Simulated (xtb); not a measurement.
# Frequency calculation of GeH$_{3}$O$_{3}$F (part 2 of 2)

GeH$_{3}$O$_{3}$F, SMILES [OH][Ge]([OH])([OH])[F]; GFN2-xTB, GBSA solvent thf (xtb 6.7.1). The geometry was optimised with GFN2-xTB/GBSA(thf).

Geometry of the input (Å):
```
O  -1.2344  0.9430  0.5459
Ge 0.0262  0.0197  -0.0939
O  1.5069  0.3231  0.6582
O  -0.3448  -1.6260  -0.1610
F  0.2139  0.5486  -1.7739
H  -1.1232  1.8767  0.7453
H  2.2820  -0.2135  0.4706
H  -1.2043  -1.9336  -0.4620
```

## Log, continued
```
         #    Occupation            Energy/Eh            Energy/eV
      -------------------------------------------------------------
         1        2.0000           -0.7928183             -21.5737
       ...           ...                  ...                  ...
         4        2.0000           -0.6971818             -18.9713
         5        2.0000           -0.6495908             -17.6763
         6        2.0000           -0.5811040             -15.8126
         7        2.0000           -0.5810989             -15.8125
         8        2.0000           -0.5378551             -14.6358
         9        2.0000           -0.5091913             -13.8558
        10        2.0000           -0.5091534             -13.8548
        11        2.0000           -0.5091115             -13.8536
        12        2.0000           -0.4886529             -13.2969
        13        2.0000           -0.4886480             -13.2968
        14        2.0000           -0.4791013             -13.0370
        15        2.0000           -0.4790734             -13.0363
        16        2.0000           -0.4781952             -13.0124 (HOMO)
        17                         -0.1704158              -4.6373 (LUMO)
        18                         -0.0125039              -0.3402
        19                          0.0186131               0.5065
        20                          0.0192401               0.5236
        21                          0.1511745               4.1137
        22                          0.1513881               4.1195
        23                          0.1830577               4.9813
        24                          0.1903707               5.1803
        25                          0.1912422               5.2040
        26                          0.8325081              22.6537
        27                          0.8337822              22.6884
        28                          0.8904655              24.2308
      -------------------------------------------------------------
                  HL-Gap            0.3077794 Eh            8.3751 eV
             Fermi-level           -0.3243055 Eh           -8.8248 eV

     #   Z          covCN         q      C6AA      α(0)
     1   8 O        1.588    -0.470    22.302     6.373
     2  32 Ge       3.077     0.492   202.264    27.470
     3   8 O        1.588    -0.470    22.300     6.373
     4   8 O        1.588    -0.470    22.303     6.373
     5   9 F        0.714    -0.346    12.873     4.237
     6   1 H        0.810     0.422     0.446     1.048
     7   1 H        0.810     0.422     0.446     1.048
     8   1 H        0.810     0.422     0.446     1.048

 Mol. C6AA /au·bohr⁶  :       1117.203597
 Mol. C8AA /au·bohr⁸  :      47747.298297
 Mol. α(0) /au        :         53.970616

Wiberg/Mayer (AO) data.
largest (>0.10) Wiberg bond orders for each atom

 ---------------------------------------------------------------------------
Refinement of some symmetry elements was terminated before convergence was reached.
Some symmetry elements may remain unidentified.
Molecule has the following symmetry elements: (C3)
It seems to be the C3 point group
     #   Z sym  total        # sym  WBO       # sym  WBO       # sym  WBO
 ---------------------------------------------------------------------------
     1   8 O    2.210 --     2 Ge   1.192     6 H    0.793
     2  32 Ge   4.537 --     1 O    1.192     3 O    1.192     4 O    1.192
                             5 F    0.904
     3   8 O    2.210 --     2 Ge   1.192     7 H    0.792
     4   8 O    2.209 --     2 Ge   1.192     8 H    0.793
     5   9 F    1.102 --     2 Ge   0.904
     6   1 H    0.822 --     1 O    0.793
     7   1 H    0.822 --     3 O    0.792
     8   1 H    0.822 --     4 O    0.793
 ---------------------------------------------------------------------------

Topologies differ in total number of bonds
Writing topology from bond orders to xtbtopo.mol

molecular dipole:
                 x           y           z       tot (Debye)
 q only:       -0.087      -0.236       0.748
   full:       -0.081      -0.221       0.702       1.882
molecular quadrupole (traceless):
                xx          xy          yy          xz          yz          zz
 q only:        4.871      -0.525       3.701       1.550       4.260      -8.571
  q+dip:        5.083      -0.552       3.866       1.614       4.453      -8.948
   full:        5.367      -0.582       4.087       1.704       4.709      -9.454

           -------------------------------------------------
          |               Frequency Printout                |
           -------------------------------------------------
 projected vibrational frequencies (cm⁻¹)
eigval :       -0.00    -0.00    -0.00    -0.00     0.00     0.00
eigval :      177.99   178.53   229.03   231.32   231.88   251.74
eigval :      268.46   273.25   425.43   598.37   644.82   645.18
eigval :      755.47   774.43   779.96  3531.51  3533.86  3551.22
 reduced masses (amu)
   1: 26.85   2: 40.68   3: 37.11   4: 27.39   5: 27.15   6: 22.65   7: 13.11   8: 12.68
   9: 27.66  10: 29.06  11: 26.39  12:  6.18  13:  5.71  14:  5.59  15: 27.87  16: 18.48
  17: 27.65  18: 28.03  19:  2.41  20:  4.96  21:  4.69  22:  1.88  23:  1.87  24:  1.89
 IR intensities (km·mol⁻¹)
   1:  0.29   2:  0.15   3:  0.12   4:  0.53   5:  0.21   6:  0.83   7: 23.85   8: 28.32
   9: 52.59  10: 60.73  11:151.24  12:316.19  13: 61.83  14: 47.69  15:184.70  16: 83.27
  17:248.16  18:243.69  19:117.20  20:250.25  21:261.48  22:362.36  23:359.58  24:  2.48
 Raman intensities (Ä⁴*amu⁻¹)
   1:  0.00   2:  0.00   3:  0.00   4:  0.00   5:  0.00   6:  0.00   7:  0.00   8:  0.00
   9:  0.00  10:  0.00  11:  0.00  12:  0.00  13:  0.00  14:  0.00  15:  0.00  16:  0.00
  17:  0.00  18:  0.00  19:  0.00  20:  0.00  21:  0.00  22:  0.00  23:  0.00  24:  0.00
 output can be read by thermo (or use thermo option).
 writing <g98.out> molden fake output.
 recommended (thermochemical) frequency scaling factor: 1.0
           -------------------------------------------------
          |             Thermodynamic Functions             |
           -------------------------------------------------

c3  symmetry found (for desy threshold:  0.10E+00) used in thermo

          ...................................................
          :                      SETUP                      :
          :.................................................:
          :  # frequencies                          18      :
          :  # imaginary freq.                       0      :
          :  linear?                             false      :
          :  only rotor calc.                    false      :
          :  symmetry                               c3      :
          :  rotational number                       3      :
          :  scaling factor                  1.0000000      :
          :  rotor cutoff                   50.0000000 cm⁻¹ :
          :  imag. cutoff                  -20.0000000 cm⁻¹ :
          :.................................................:

    mode    ω/cm⁻¹     T·S(HO)/kcal·mol⁻¹    T·S(FR)/kcal·mol⁻¹   T·S(vib)
   ------------------------------------------------------------------------
       1    177.99    -0.70046 ( 99.38%)    -0.68021 (  0.62%)    -0.70033
       2    178.53    -0.69879 ( 99.39%)    -0.67932 (  0.61%)    -0.69867
       3    229.03    -0.56246 ( 99.77%)    -0.60556 (  0.23%)    -0.56256
       4    231.32    -0.55714 ( 99.78%)    -0.60262 (  0.22%)    -0.55724
       5    231.88    -0.55585 ( 99.78%)    -0.60190 (  0.22%)    -0.55595
       6    251.74    -0.51234 ( 99.84%)    -0.57758 (  0.16%)    -0.51244
       7    268.46    -0.47885 ( 99.88%)    -0.55853 (  0.12%)    -0.47895
       8    273.25    -0.46976 ( 99.89%)    -0.55330 (  0.11%)    -0.46985
   ------------------------------------------------------------------------

   temp. (K)  partition function   enthalpy   heat capacity  entropy
                                   cal/mol     cal/K/mol   cal/K/mol   J/K/mol
 298.15  VIB   38.0                 3210.445     20.747     17.998
         ROT  0.429E+05              888.752      2.981     24.176
         INT  0.163E+07             4099.198     23.728     42.174
         TR   0.165E+28             1481.254      4.968     40.758
         TOT                        5580.4516    28.6958    82.9321   346.9877

       T/K    H(0)-H(T)+PV         H(T)/Eh          T*S/Eh         G(T)/Eh
   ------------------------------------------------------------------------
    298.15    0.889302E-02    0.478097E-01    0.394037E-01    0.840601E-02
   ------------------------------------------------------------------------

         :::::::::::::::::::::::::::::::::::::::::::::::::::::
         ::                  THERMODYNAMIC                  ::
         :::::::::::::::::::::::::::::::::::::::::::::::::::::
         :: total free energy         -20.528774831165 Eh   ::
         ::.................................................::
         :: total energy              -20.537180836476 Eh   ::
         :: zero point energy           0.038916686112 Eh   ::
         :: G(RRHO) w/o ZPVE           -0.030510680800 Eh   ::
         :: G(RRHO) contrib.            0.008406005311 Eh   ::
         :::::::::::::::::::::::::::::::::::::::::::::::::::::

           -------------------------------------------------
          | TOTAL ENERGY              -20.537180836476 Eh   |
          | TOTAL ENTHALPY            -20.489371134682 Eh   |
          | TOTAL FREE ENERGY         -20.528774831165 Eh   |
          | GRADIENT NORM               0.000092261236 Eh/α |
          | HOMO-LUMO GAP               8.375102829213 eV   |
           -------------------------------------------------

------------------------------------------------------------------------
------------------------------------------------------------------------
 total:
 *  cpu-time:     0 d,  0 h,  0 min,  0.246 sec
 * ratio c/w:     1.000 speedup
 SCF:
 *  cpu-time:     0 d,  0 h,  0 min,  0.007 sec
 * ratio c/w:     1.000 speedup
 analytical hessian:
 *  cpu-time:     0 d,  0 h,  0 min,  0.223 sec
 * ratio c/w:     1.000 speedup
```

## Standard error
```
normal termination of xtb
```

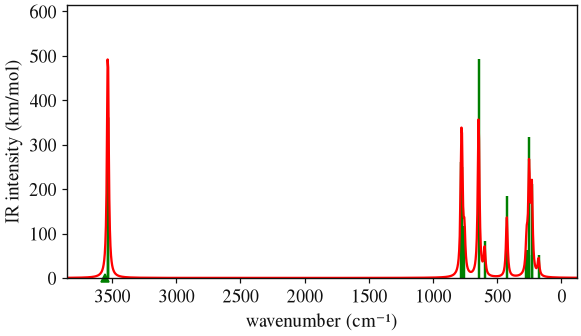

Fig. 1: Harmonic infrared spectrum, unscaled: sticks (degenerate modes added up, dark ones marked on the axis) with a Lorentzian envelope of 16 cm⁻¹ full width, scaled to the tallest stick. 18 modes from 178 to 3551 cm⁻¹, none imaginary. The strongest line is at 645 cm⁻¹ (492 km/mol).

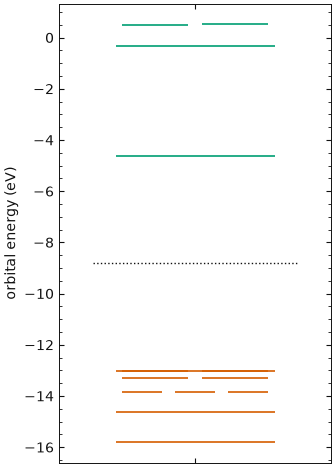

Fig. 2: Orbital energies near the frontier; the dotted line parts filled from empty levels, and levels within 0.02 eV of each other stand side by side. Highest filled −13.01 eV, lowest empty −4.64 eV, 8.37 eV apart.

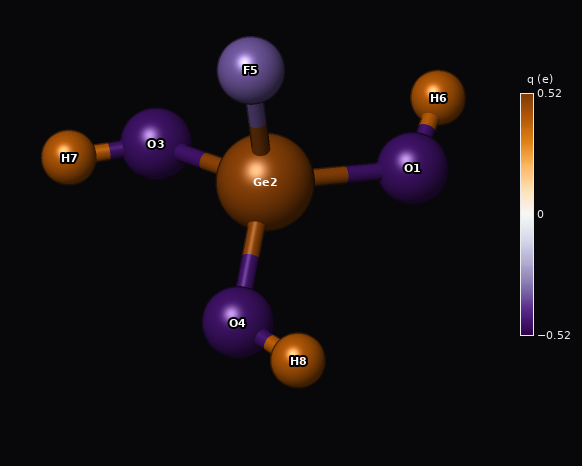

Fig. 3: Mulliken charges, as the colour of each atom (ball-and-stick view, seen at a tilt; atoms are numbered from 1 in the order of the input). By element: O −0.47, Ge +0.49, F −0.35 and H +0.42 e.

## Results in brief

```csv
quantity,value
outcome,converged
electrons treated,32
total energy,−20.537181 hartree
dispersion energy,−0.003833 hartree
solvation energy,−0.036284 hartree
basis functions,29
HOMO,−13.01 eV
LUMO,−4.64 eV
zero-point energy,0.038917 hartree
dipole moment,1.88 D
"wavenumbers, lowest and highest",178 and 3551 cm⁻¹
peak memory,0.069 GiB
```
